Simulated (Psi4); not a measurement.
# CH3Al (SMILES C[Al]) at wB97X/cc-pVTZ

What is the vertical singlet–triplet gap of CH3Al at wB97X/cc-pVTZ? 

Program for the calculation: Psi4 1.11.

2 further runs of the same task are left out: 2 that didn't finish.

**1. The molecule**

CH3Al: 5 atoms, total charge 0, spin state singlet. SMILES: `C[Al]`. Geometry: relaxed at PBE0-D4/def2-TZVP.

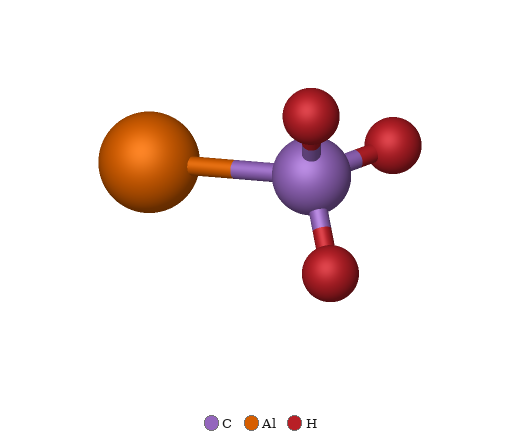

Viewed from a chosen angle; carbon purple, aluminium orange, hydrogen red.

**2. The energy at wB97X/cc-pVTZ**

The input, calc.py:

```python
import psi4

psi4.set_memory('2200 MB')
psi4.set_num_threads(1)
psi4.set_output_file('psi4.out', False)

molecule = psi4.geometry("""
C     -0.24796986    -0.10867815     0.10204521
Al     2.97195338     1.30247483    -1.22308744
H     -0.43603541    -2.13059062    -0.32459826
H     -0.38758283     0.09427844     2.16235691
H     -1.90036528     0.84251550    -0.71671643
units au
symmetry c1
""")

options = {'basis': 'cc-pVTZ', 'puream': True, 'e_convergence': 1e-09, 'd_convergence': 1e-08, 'scf_type': 'pk', 'dft_radial_points': 99, 'dft_spherical_points': 590}
psi4.set_options(options)

e_tot, wfn = psi4.energy("wb97x", return_wfn=True)
psi4.oeprop(wfn, "WIBERG_LOWDIN_INDICES", "MULLIKEN_CHARGES", "LOWDIN_CHARGES", title="WB97X")
print(f'total energy {e_tot:.8f} hartree = {e_tot * 27.211386:.5f} eV')
```

Launch:

```
$ python calc.py
```

psi4.out, cut to the lines that bear on the results:

```text
[...]
  Running in c1 symmetry.
[...]
  Nuclear repulsion =   38.261471716125293
[...]
  Multiplicity = 1
[...]
  Nalpha       = 11
  Nbeta        = 11
[...]
    Number of basis functions: 106
[...]
   @RKS iter   1:  -282.12419376974748   -5.60488e-01   5.76493e-03 ADIIS/DIIS
[...]
   @RKS iter  10:  -282.30727144109972   -1.29603e-11   4.29527e-09 DIIS
[...]
    Orbital Energies [Eh]
    ---------------------
    Doubly Occupied:
       1A    -56.059892     2A    -10.218036     3A     -4.234618
       4A     -2.786769     5A     -2.786769     6A     -2.777486
       7A     -0.798344     8A     -0.492501     9A     -0.492501
      10A     -0.448525    11A     -0.282959
[...]
  @RKS Final Energy:  -282.30727144109972
   => Energetics <=
    Nuclear Repulsion Energy =             38.2614717161252926
    One-Electron Energy =                -465.9887333650451637
    Two-Electron Energy =                 163.8046374099986338
    DFT Exchange-Correlation Energy =     -18.3846472021784884
    Empirical Dispersion Energy =           0.0000000000000000
    VV10 Nonlocal Energy =                  0.0000000000000000
    Total Energy =                       -282.3072714410997150
[...]
 Multipole Moments:
 ------------------------------------------------------------------------------------
     Multipole            Electronic (a.u.)      Nuclear  (a.u.)        Total (a.u.)
 ------------------------------------------------------------------------------------
 L = 1.  Multiply by 2.5417464519 to convert [e a0] to [Debye]
 Dipole X            :          4.2892449           -4.5782441           -0.2889992
 Dipole Y            :          1.8797722           -2.0064375           -0.1266653
 Dipole Z            :         -1.7652138            1.8841495            0.1189357
 Magnitude           :                                                    0.3372096
[...]
  Mulliken Charges: (a.u.)
   Center  Symbol    Alpha    Beta     Spin     Total
       1     C     3.25497  3.25497  0.00000 -0.50994
       2    AL     6.40915  6.40915  0.00000  0.18171
       3     H     0.44529  0.44529  0.00000  0.10941
       4     H     0.44530  0.44530  0.00000  0.10941
       5     H     0.44530  0.44530  0.00000  0.10941
   Total alpha = 11.00000, Total beta = 11.00000, Total charge = -0.00000
  Lowdin Charges: (a.u.)
   Center  Symbol    Alpha    Beta     Spin     Total
       1     C     3.02306  3.02306  0.00000 -0.04612
[...]
```

Standard output:

```text
total energy -282.30727144 hartree = -7681.97213 eV
```

Wall time 29 s (1 thread of Intel Xeon Platinum 8259CL at 2.50GHz (Skylake/Cascade Lake), shared host); peak memory 1.2 GiB.

**3. The triplet: energy and gradient at U-wB97X/cc-pVTZ**

The input, calc.dat:

```
memory 2200 mb

molecule {
  0 3
  C
  Al 1 r2
  H 1 r3 2 a3
  H 1 r4 3 a4 2 d4
  H 1 r5 3 a5 4 d5

  r2 = 1.988132
  r3 = 1.09803
  a3 = 111.78686
  r4 = 1.098035
  a4 = 107.05989
  d4 = -122.7344
  r5 = 1.098033
  a5 = 107.06034
  d5 = -114.53073
  units angstrom
  symmetry c1
  no_reorient
  no_com
}

set globals {
  basis                cc-pVTZ
  reference            uks
  puream               true
  e_convergence        1e-09
  d_convergence        1e-08
  scf_type             pk
  dft_radial_points    99
  dft_spherical_points 590
  maxiter              100
}

result, w = gradient('wb97x', return_wfn=True)
oeprop(w, 'MULLIKEN_CHARGES', 'LOWDIN_CHARGES', 'DIPOLE', title='WB97X')
```

Launch:

```
$ psi4 calc.dat calc.out -n 1
```

calc.out, cut to the lines that bear on the results:

```text
[...]
  Running in c1 symmetry.
[...]
  Nuclear repulsion =   38.261471409279508
[...]
  Multiplicity = 3
[...]
  Nalpha       = 12
  Nbeta        = 10
[...]
    Number of basis functions: 106
[...]
   @UKS iter   1:  -282.03901811656681   -4.75312e-01   5.53621e-03 ADIIS/DIIS
[...]
   @UKS iter  13:  -282.22795167112491   -9.15179e-12   4.59586e-09 DIIS
[...]
   @S^2 Observed:                2.004110112E+00
[...]
  @UKS Final Energy:  -282.22795167112491
   => Energetics <=
    Nuclear Repulsion Energy =             38.2614714092795083
    One-Electron Energy =                -465.5155659596500186
    Two-Electron Energy =                 163.3923421280896378
    DFT Exchange-Correlation Energy =     -18.3661992488440973
    Empirical Dispersion Energy =           0.0000000000000000
    VV10 Nonlocal Energy =                  0.0000000000000000
    Total Energy =                       -282.2279516711249698
[...]
  -Total Gradient:
     Atom            X                  Y                   Z
    ------   -----------------  -----------------  -----------------
       1        0.001130399813    -0.005435296784     0.019813283344
       2       -0.000300908195     0.001452226615    -0.002758019952
       3       -0.000360770238     0.003641034693    -0.004855158502
       4        0.002506934788     0.000091471184    -0.006241548757
       5       -0.002964452669     0.000248462784    -0.005948849678
[...]
 Multipole Moments:
 ------------------------------------------------------------------------------------
     Multipole            Electronic (a.u.)      Nuclear  (a.u.)        Total (a.u.)
 ------------------------------------------------------------------------------------
 L = 1.  Multiply by 2.5417464519 to convert [e a0] to [Debye]
 Dipole X            :         -0.0033592            0.0000075           -0.0033518
 Dipole Y            :          0.0167004           -0.0000115            0.0166889
 Dipole Z            :          5.0403005           -5.3419220           -0.3016215
 Magnitude           :                                                    0.3021014
[...]
```

Run time: 81 s. Hardware: 1 thread of Intel Xeon Platinum 8259CL at 2.50GHz (Skylake/Cascade Lake), shared host; peak memory 1.2 GiB.

**4. Results**

At wB97X/cc-pVTZ:

| quantity | value |
| --- | --- |
| singlet: total energy | -282.30727 Eh |
| singlet: dipole moment | 0.86 D |
| singlet: HOMO energy | -7.70 eV |
| singlet: LUMO energy | 0.49 eV |
| singlet: HOMO–LUMO gap | 8.19 eV |
| triplet: total energy | -282.22795 Eh |
| triplet: dipole moment | 0.77 D |
| triplet: HOMO energy (highest over α and β) | -5.64 eV |
| triplet: LUMO energy (lowest over α and β) | -2.23 eV |
| triplet: ⟨S²⟩ | 2.004 |
| triplet: largest force on an atom | 1.058 eV/Å |
| vertical energy of the triplet above the singlet | 2.158 eV |

What this shows: At this shape the triplet lies 2.16 eV (208 kJ/mol) above the singlet.
